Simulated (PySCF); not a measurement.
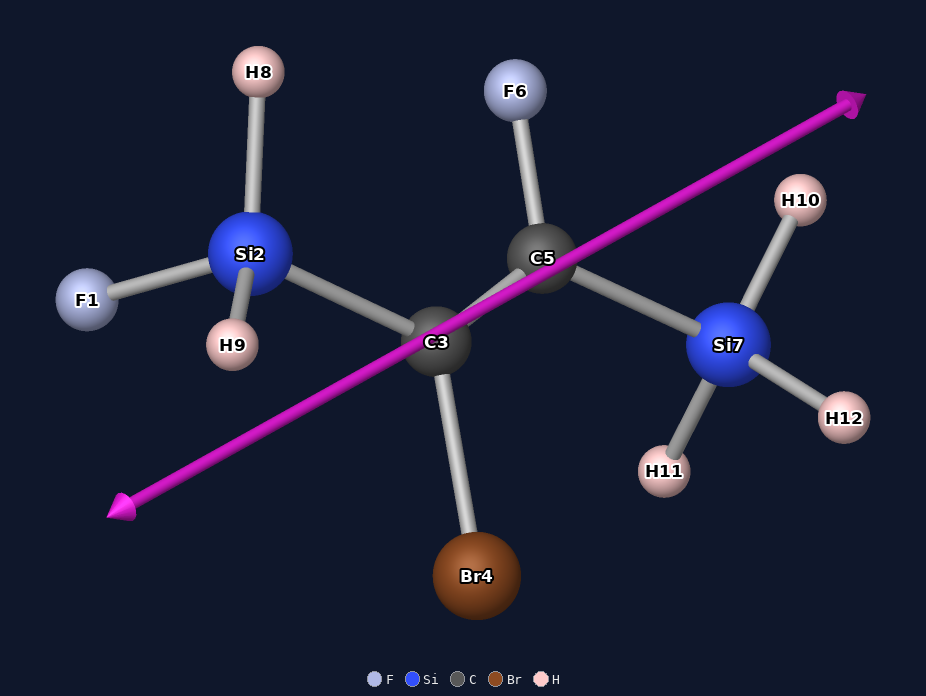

The double arrow shows the direction of the transition dipole to excited singlet state 2 (its length means nothing). The computed structure is the end point of a GFN2-xTB optimisation. No frequency run is at hand to confirm it as a minimum. Properties computed with TDDFT B3LYP/def2-SVPD, vertical, gas phase, core orbitals frozen in the response (PySCF 2.14.0).

Question: How is the transition polarised?

Answer: Nearly parallel to the C3–C5 bond.

Question: Where does the transition lie, and how strong is it?

Answer: 5.18 eV (239 nm), oscillator strength 0.097, mainly HOMO → LUMO (weight 0.63); transition dipole 2.22 D.

The geometry is semi-empirical. Around Br, Si such bond lengths and angles can be off by a tenth of an ångström or more and by several degrees, and values that hang on the shape move with them.
